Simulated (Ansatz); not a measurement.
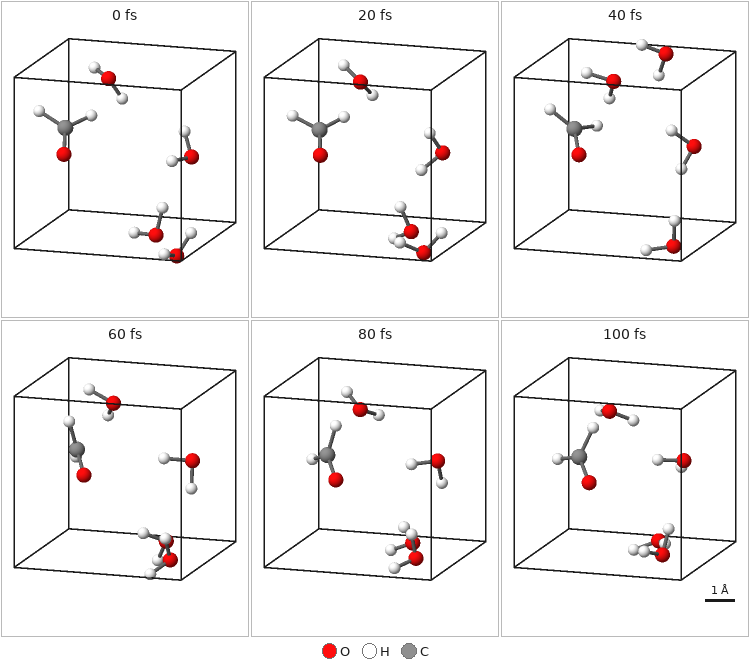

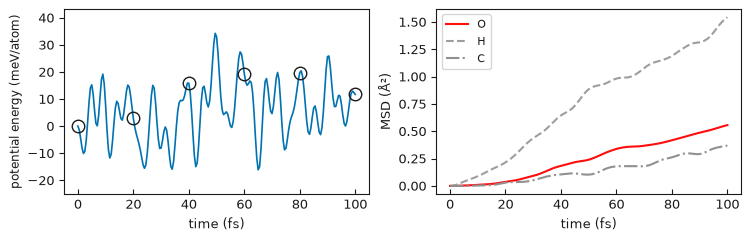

First-principles dynamics of a periodic cell with 4 H2O + 1 H2CO at 0.72 g/cm³, 100 fs long. It starts from the last geometry of an earlier run, with fresh velocities. Frames and the history of the run. The picture is a ball-and-stick view of the simulation cell, seen slightly off an axis. Atoms that leave the cell re-enter on the other side.

Method: DFT PBE-D3(BJ), scalar-relativistic, plane waves, PAW (Ansatz 0.2.0). Set-up: plane-wave cutoff 420 eV; k-point mesh 1 × 1 × 1; Fermi-Dirac smearing 0.002 eV; Nosé-Hoover thermostat (NVT); set temperature 700 K; time step 0.5 fs; thermostat time 200.0 fs.

### Describe the run.

The mean temperature in the second half is 631 K (standard deviation 79 K). The potential energy in the second half lies on average 8.7 meV per atom above the first frame. Root-mean-square distances from the starting positions over the second half, with the common drift of all atoms taken out: H 1.07 Å, O 0.63 Å, C 0.48 Å. The heavy atoms stay within a fraction of a molecule's size of their starting places, while the hydrogen atoms travel further, as molecules turn; so short a run doesn't tell a liquid from a solid. The conserved quantity stays between −0.48 and 0.2 meV per atom of its start. A straight-line fit has a slope that amounts to +0.027 meV per atom over 100 fs (under 0.1 % of the mean kinetic energy), and the ripple about it is 1.6 % of the kinetic energy's fluctuation. With a drift under 2 % and a ripple under 7 %, the integration is accurate.

Limits of the set-up: the periodic images lie only 6.2 Å apart, so the values are limited by the cell's size.

The run took 99 s on 1 thread of AMD EPYC 9R45 96-Core Processor (Zen 5) (shared host), peak memory 0.39 GiB.
